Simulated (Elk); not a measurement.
**Fixed-spin-moment curve of Nickel**

Aim: the energy of Nickel as a function of its total spin moment.

Main program and level: Elk 11.2.3 (patched build); LDA (Perdew-Wang); all-electron APW+lo, Dirac cores, scalar-relativistic bands.

## (1) Set-up

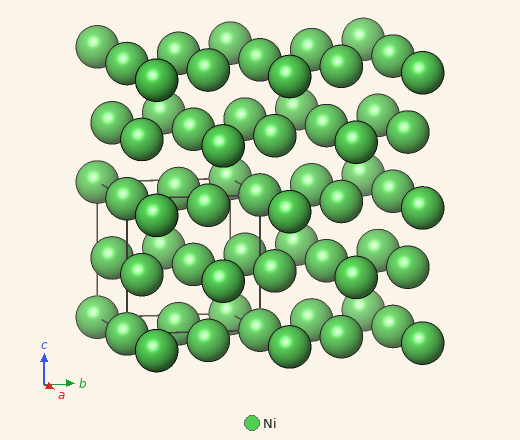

Start, viewed slightly off an axis; nickel green. 2×2×2 cells are drawn. This picture shows the conventional cell, with its axes. Some periodic images of atoms are drawn too.

Structure file:

```cif
data_structure
_symmetry_space_group_name_H-M 'P 1'
_symmetry_Int_Tables_number 1
_cell_length_a 2.4918
_cell_length_b 2.4918
_cell_length_c 2.4918
_cell_angle_alpha 60.000
_cell_angle_beta 60.000
_cell_angle_gamma 60.000
_cell_volume 10.94
loop_
_atom_site_label
_atom_site_type_symbol
_atom_site_fract_x
_atom_site_fract_y
_atom_site_fract_z
_atom_site_occupancy
Ni1 Ni 0.00000 0.00000 0.00000 1
```

## (2) The free run

The free run shows where the moment settles by itself and gives the state from which the held runs start.

Moments are seeded by fields in the spheres (the last three columns under atoms), set against the wanted direction and reduced each loop.

File elk.in:

```
tasks
  0

xctype
  3

rgkmax
  7.0

nempty
  10

swidth
  0.003

reducebf
  0.5

epsengy
  1e-05

maxscl
  120

spinpol
  .true.

sppath
  './'

avec
  0.00000000000 3.32957459939 3.32957459939
  3.32957459939 0.00000000000 3.32957459939
  3.32957459939 3.32957459939 0.00000000000

atoms
  1
  'Ni.in'
  1
  0.0000000000 0.0000000000 0.0000000000   0.000000 0.000000 -0.050000

ngridk
  16 16 16
```

Command:

```
$ OMP_NUM_THREADS=4 elk
```

Numbers of over 12 decimals in the logs are rounded to 6 here.

Log:

```text
Warning(init1): few empty states an atom for a second variation :    10.00000000
 they are its basis, with spin, DFT+U, afieldc (12 by default), in Hartree-Fock and RDMFT; 30 and more for pressures
Warning(gndstate): core states of species 1 leak from the muffin-tin :   0.4219392432E-03

--- INFO.OUT ---
┌─────────────────────────┐
│ Elk code version 11.2.3 │
└─────────────────────────┘

All units are atomic (Hartree, Bohr, etc.)

┌─────────────────────────────────────────────────┐
│ Ground-state run starting from atomic densities │
└─────────────────────────────────────────────────┘

Lattice vectors :
   0.000000000       3.329574599       3.329574599
   3.329574599       0.000000000       3.329574599
   3.329574599       3.329574599       0.000000000

Reciprocal lattice vectors :
 -0.9435417528      0.9435417528      0.9435417528
  0.9435417528     -0.9435417528      0.9435417528
  0.9435417528      0.9435417528     -0.9435417528

Unit cell volume      :    73.82377427
Brillouin zone volume :    3.360031587

Muffin-tin inner radius fraction :   0.1000000000E-01

Nuclei treated as point charges

Species : 1 (Ni)
 parameters loaded from : Ni.in
 name : nickel
 nuclear charge    :   -28.00000000
 electronic charge :    28.00000000
 atomic mass :    106991.5231
 muffin-tin radius :    2.329364778
 number of radial points in muffin-tin :    497
 inner part over the whole radius :   0.9720849872E-02
 number on inner part of muffin-tin    :    350
 approximate nuclear radius :   0.7325707712E-04
 number of mesh points to nuclear radius :    168
 atomic positions (lattice), magnetic fields (Cartesian) :
  1 :   0.00000000  0.00000000  0.00000000    0.00000000  0.00000000 -0.05000000

Total number of atoms per unit cell :    1
Total muffin-tin volume :    52.94209487
 ratio of muffin-tin to unit cell volume :   0.7171415360

Spin treatment :
 spin-polarised
 global magnetic field (Cartesian) :    0.000000000       0.000000000       0.000000000
 collinear magnetisation in z-direction

Number of Bravais lattice symmetries :   48
Number of crystal symmetries         :   48
Crystal has inversion symmetry
Real symmetric eigensolver will be used

k-point grid :     16    16    16
k-point offset :    0.000000000       0.000000000       0.000000000
k-point set is reduced with full crystal symmetry group
Total number of k-points :      145

Muffin-tin radius times maximum |G+k| :    7.000000000
 using average radius
Maximum |G+k| for APW functions       :    3.005111122
Maximum (1/2)|G+k|²                   :    4.515346427
Maximum |G| for potential and density :    12.00000000
Constant for pseudocharge density :    7
 order of it for each species :   14
 order of it for pair densities of each species (exact exchange by exxq0 0: 14) :   10
Radial integration step length :    1

G-vector grid sizes :     18    18    18
Number of G-vectors :     2109

Maximum angular momentum used for
 APW functions            :    8
 outer part of muffin-tin :    6
 inner part of muffin-tin :    2

Total nuclear charge    :   -28.00000000
Total core charge       :    12.00000000
Total valence charge    :    16.00000000
Total excess charge     :    0.000000000
Total electronic charge :    28.00000000

Effective Wigner radius, rₛ :   0.8570046955

Number of empty states         :     10
Total number of valence states :     38
Total number of core states    :     12

Third-order local-orbitals added for an l without core states : T
Total number of local-orbitals :     22

Exchange-correlation functional :      3     0     0
 Perdew-Wang/Ceperley-Alder, Phys. Rev. B 45, 13244 (1992)
 gradient requirement :    0
 local density approximation (LDA)

Smearing type :    3
 Fermi-Dirac
Smearing width :   0.3000000000E-02
Effective electronic temperature (K) :    947.3250744

Mixing type :    3
 Broyden mixing, J. Phys. A: Math. Gen. 17, L317 (1984)

Kohn-Sham potential initialised from atomic data

┌──────────────────────────────┐
│ Self-consistent loop started │
└──────────────────────────────┘

┌─────────────────┐
│ Loop number : 1 │
└─────────────────┘

Energies :
 Fermi                       :     0.184748
 sum of occupied eigenvalues :     -875.22700106532
 electron kinetic            :      1540.4748799098
 core electron kinetic       :      1382.5769032337
 Coulomb                     :     -2997.9378472107
 Coulomb potential           :     -2333.8116104193
 nuclear-nuclear             :     -269.89422819822
 electron-nuclear            :     -3133.1465687829
 Hartree                     :      405.10294977045
 Madelung                    :     -1831.0320420010
 xc potential                :     -81.813978042494
 xc effective B-field        :    -0.33662004064833E-01
 external B-field            :      0.000000
 exchange                    :     -58.560929512909
 correlation                 :     -2.449572
 electron entropic           :    -0.10397748070986E-02
 total energy                :     -1518.4745088328
 (external B-field energy excluded from total)

Density of states at Fermi energy :    34.37817908
 (states/Hartree/unit cell)

Estimated indirect band gap :   0.5156818730E-03
 from k-point 88 to k-point 119
Estimated direct band gap   :   0.4341215187E-02
 at k-point 109

Charges :
 core                        :    12.00000000
 valence                     :    16.00000000
 interstitial                :   0.8098402837
 muffin-tins (core leakage)
  species : 1 (Ni)
   atom 1                    :    27.19015972     (  0.4273789513E-03)
 total in muffin-tins        :    27.19015972
 total calculated charge     :    27.99901203
 total charge                :    28.00000000
 error                       :   0.9879711808E-03

Moments :
 interstitial                :  -0.5046779350E-01
 muffin-tins
  species : 1 (Ni)
   atom 1                    :    1.186593065
 total in muffin-tins        :    1.186593065
 total moment                :    1.136125272

┌─────────────────┐
│ Loop number : 2 │
└─────────────────┘

Energies :
 Fermi                       :     0.185133
 sum of occupied eigenvalues :     -875.21636082354
 electron kinetic            :      1540.1833449664
 core electron kinetic       :      1382.4160221471
 Coulomb                     :     -2997.9868710204
 Coulomb potential           :     -2333.7879831512
 nuclear-nuclear             :     -269.89422819822
 electron-nuclear            :     -3133.2684562380
 Hartree                     :      405.17581341587
 Madelung                    :     -1831.0928794448
 xc potential                :     -81.539875281852
 xc effective B-field        :    -0.33467930267275E-01
 external B-field            :      0.000000
 exchange                    :     -58.565142992723
 correlation                 :     -2.449705
 electron entropic           :    -0.10405021632368E-02
 total energy                :     -1518.8194147529
 (external B-field energy excluded from total)

Density of states at Fermi energy :    34.40399246
 (states/Hartree/unit cell)

Estimated indirect band gap :   0.5189160157E-03
 from k-point 88 to k-point 119
Estimated direct band gap   :   0.5037561622E-02
 at k-point 109

Charges :
 core                        :    12.00000000
 valence                     :    16.00000000
 interstitial                :   0.8086996593
 muffin-tins (core leakage)
  species : 1 (Ni)
   atom 1                    :    27.19130034     (  0.4270621102E-03)
 total in muffin-tins        :    27.19130034
 total calculated charge     :    27.99901257
 total charge                :    28.00000000
 error                       :   0.9874331695E-03

Moments :
 interstitial                :  -0.5033398984E-01
 muffin-tins
  species : 1 (Ni)
   atom 1                    :    1.183152621
 total in muffin-tins        :    1.183152621
 total moment                :    1.132818631

RMS change in Kohn-Sham potential (target) :   0.5062833551     (  0.1000000000E-05)
Absolute change in total energy (target)   :   0.3449059201     (  0.1000000000E-04)

[... loops 3 to 16 left out ...]

┌──────────────────┐
│ Loop number : 17 │
└──────────────────┘

Energies :
 Fermi                       :     0.260777
 sum of occupied eigenvalues :     -872.28613182497
 electron kinetic            :      1541.8323387465
 core electron kinetic       :      1382.8398616991
 Coulomb                     :     -2999.1141556671
 Coulomb potential           :     -2333.2137755511
 nuclear-nuclear             :     -269.89422819822
 electron-nuclear            :     -3136.1485231024
 Hartree                     :      406.92859563348
 Madelung                    :     -1832.5072678916
 xc potential                :     -80.896460322159
 xc effective B-field        :    -0.82347017245587E-02
 external B-field            :      0.000000
 exchange                    :     -58.654932053977
 correlation                 :     -2.454433
 electron entropic           :    -0.14150698269688E-02
 total energy                :     -1518.3925969468
 (external B-field energy excluded from total)

Density of states at Fermi energy :    48.23108331
 (states/Hartree/unit cell)

Estimated indirect band gap :   0.4740713189E-03
 from k-point 65 to k-point 120
Estimated direct band gap   :   0.8499791652E-02
 at k-point 116

Charges :
 core                        :    12.00000000
 valence                     :    16.00000000
 interstitial                :   0.7717855326
 muffin-tins (core leakage)
  species : 1 (Ni)
   atom 1                    :    27.22821447     (  0.4219392323E-03)
 total in muffin-tins        :    27.22821447
 total calculated charge     :    27.99903937
 total charge                :    28.00000000
 error                       :   0.9606349629E-03

Moments :
 interstitial                :  -0.1943803023E-01
 muffin-tins
  species : 1 (Ni)
   atom 1                    :   0.6090667265
 total in muffin-tins        :   0.6090667265
 total moment                :   0.5896286962

RMS change in Kohn-Sham potential (target) :   0.1898264402E-06 (  0.1000000000E-05)
Absolute change in total energy (target)   :   0.4485919135E-05 (  0.1000000000E-04)

Convergence targets achieved

┌──────────────────┐
│ Loop number : 18 │
└──────────────────┘

Energies :
 Fermi                       :     0.260777
 sum of occupied eigenvalues :     -872.28613080000
 electron kinetic            :      1541.8323384642
 core electron kinetic       :      1382.8398610650
 Coulomb                     :     -2999.1141545751
 Coulomb potential           :     -2333.2137763941
 nuclear-nuclear             :     -269.89422819822
 electron-nuclear            :     -3136.1485199292
 Hartree                     :      406.92859355233
 Madelung                    :     -1832.5072663781
 xc potential                :     -80.896458180365
 xc effective B-field        :    -0.82346886903331E-02
 external B-field            :      0.000000
 exchange                    :     -58.654931912945
 correlation                 :     -2.454433
 electron entropic           :    -0.14150722391576E-02
 total energy                :     -1518.3925959948
 (external B-field energy excluded from total)

Density of states at Fermi energy :    48.23116160
 (states/Hartree/unit cell)

Estimated indirect band gap :   0.4739830426E-03
 from k-point 65 to k-point 120
Estimated direct band gap   :   0.8499913455E-02
 at k-point 116

Charges :
 core                        :    12.00000000
 valence                     :    16.00000000
 interstitial                :   0.7717856199
 muffin-tins (core leakage)
  species : 1 (Ni)
   atom 1                    :    27.22821438     (  0.4219392432E-03)
 total in muffin-tins        :    27.22821438
 total calculated charge     :    27.99903937
 total charge                :    28.00000000
 error                       :   0.9606348883E-03

Moments :
 interstitial                :  -0.1943802042E-01
 muffin-tins
  species : 1 (Ni)
   atom 1                    :   0.6090662913
 total in muffin-tins        :   0.6090662913
 total moment                :   0.5896282709

┌──────────────────────────────┐
│ Self-consistent loop stopped │
└──────────────────────────────┘

Warning : core states of species 1 leak from the muffin-tin :   0.4219392432E-03

Wrote STATE.OUT
```

Wall time 13 s (4 threads of Arm Neoverse V2, shared host); peak memory 0.07 GiB; 47 s of CPU time.

Spin moment in the muffin-tin sphere by atom:

| atom | spin moment in the muffin-tin sphere (μB) |
| --- | --- |
| Ni1 | 0.609 |

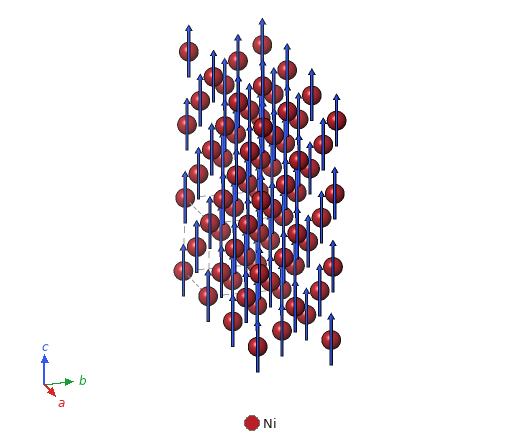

Spin moment in the muffin-tin sphere as arrows, the longest 0.609 μB. Up and down stand for the sign. Arrows give size and sign along the axis of quantisation, drawn up and down the page. 3×1×3 conventional cells are drawn. Some periodic images of atoms are drawn too.

Numbers from this step:

```yaml
density_of_states_at_the_fermi_level: 1.772 states/eV/cell
moment_between_the_spheres: -0.01944 μB
magnetization: 0.5896 μB
final_state: ferromagnetic
```

After 18 cycles the largest moment stands at 0.609 μB.

(Continued in part 2 of 2.)

[Logs and program files are shortened in this print: banners, set-up blocks, solver, clock and traceback lines can be left out without a mark of their own.]

[Logs are printed without paths, hosts, clocks, repeated set-up lines and the standing remarks that a program may print on its own settings, such as how far it seeks lower states.]

[Hosts, paths, dates, database ids (printed as entryN), source tags and the programs' standing remarks are cut or masked in the printed files.]

[Where a cell is said to come from a database of computed structures, the database is the Materials Project.]
